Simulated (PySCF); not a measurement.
**C$_{4}$H$_{9}$AsSi (SMILES CC#C[SiH2][AsH]C): density, localisation and related maps**

Input

```
{"job": {"kind": "uv", "xc": "CAM-B3LYP", "basis": "def2-SVPD", "nstates": 8, "ntriplets": 3}, "charge": 0, "multiplicity": 1}
C      2.909526     0.577906     0.306432
C      1.746531     0.056191    -0.378069
C      0.794943    -0.387405    -0.971568
Si    -0.747691    -1.040075    -1.755206
As    -2.545791    -1.037929    -0.261693
C     -2.183492     0.746677     0.507531
H      3.754554     0.629815    -0.380229
H      2.703162     1.578080     0.688791
H      3.172246    -0.071730     1.141709
H     -1.034771    -0.160947    -2.905801
H     -0.441410    -2.390285    -2.255582
H     -1.754464    -1.783612     0.785554
H     -2.759671     0.891081     1.421768
H     -2.490904     1.514039    -0.203937
H     -1.127180     0.886186     0.732732
```

Run with:

```sh
OMP_NUM_THREADS=1 python probes_run.py task.json out
```

Geometry: GFN2-xTB.

All numbers below come from CAM-B3LYP/def2-SVPD, SCF density, gas phase (PySCF).

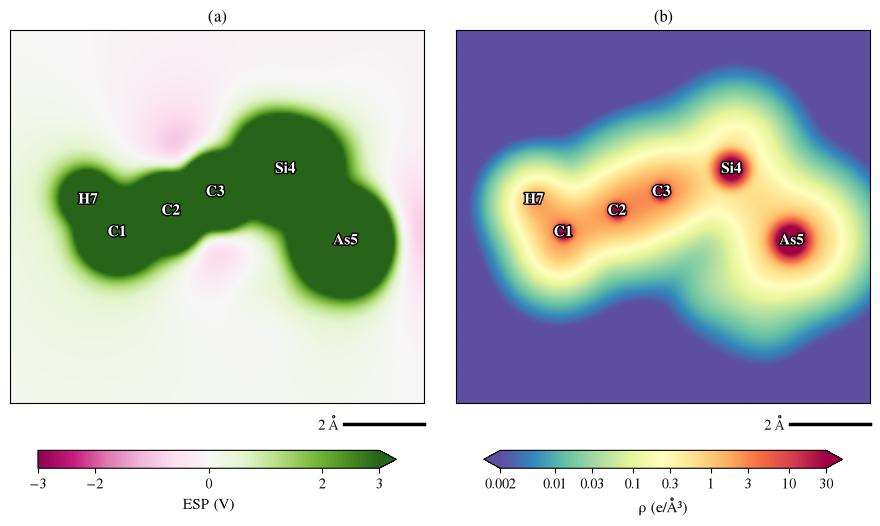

Figure 1. (a) molecular electrostatic potential; (b) electron density on the plane of atoms C3, Si4 and As5.

What do the fields say about this system?

Answer.
- The plane passes through C, Si, As and H nuclei.
- C–C (1.21 Å): ρ is about 2.7 e/Å³ halfway.
- C–Si (1.85 Å): ρ at the midpoint is about 0.93 e/Å³.
- Si–As (2.34 Å): ρ at the midpoint is about 0.69 e/Å³.
- C–H (1.09 Å): the density is about 2 e/Å³ at the midpoint.
- Outside the dense part of the molecule the potential is most negative (−0.9 V) near C3.

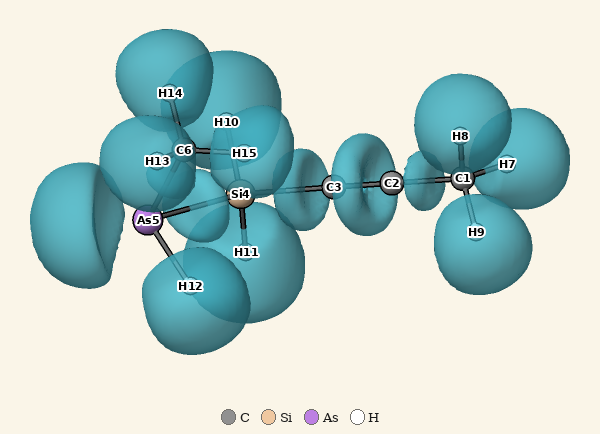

Figure 2. Isosurface of the ELF at 0.8 (cyan), seen from one side. Core shells and regions of very low density are left out.

Describe the localisation domains.

Answer. The ELF exceeds this value in one region between bonded As–C atoms (shared pairs), one region between bonded As–Si atoms (shared pairs), two regions between bonded C–C atoms (shared pairs), one region between bonded C–Si atoms (shared pairs), nine regions around hydrogen nuclei and one lobe on As, pointing away from the bonds (lone pairs).


C–C (1.21 Å): the ELF peaks at about 0.85 between the atoms: a short, multiple covalent bond. C–Si (1.85 Å): the ELF peaks at about 0.95 between the atoms: localised, covalent bonding.

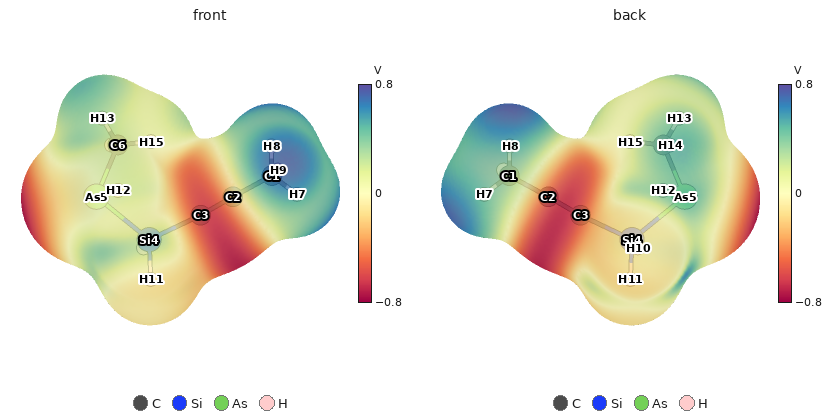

Figure 3. The molecular electrostatic potential painted on the density surface at 0.001 e/bohr³, seen from the front and from behind; the colour scale runs from red (negative) to blue (positive).

Which sites attract a positive test charge, and which a negative one?

Answer. A positive charge is drawn to the negative regions and a negative charge to the positive ones. The most negative region (about −0.7 V) lies over C3 and As5, the most positive (about +0.8 V) over H7, H8 and H9.

What dipole moment does the calculation give?

Answer. Its dipole moment is 2.07 D.
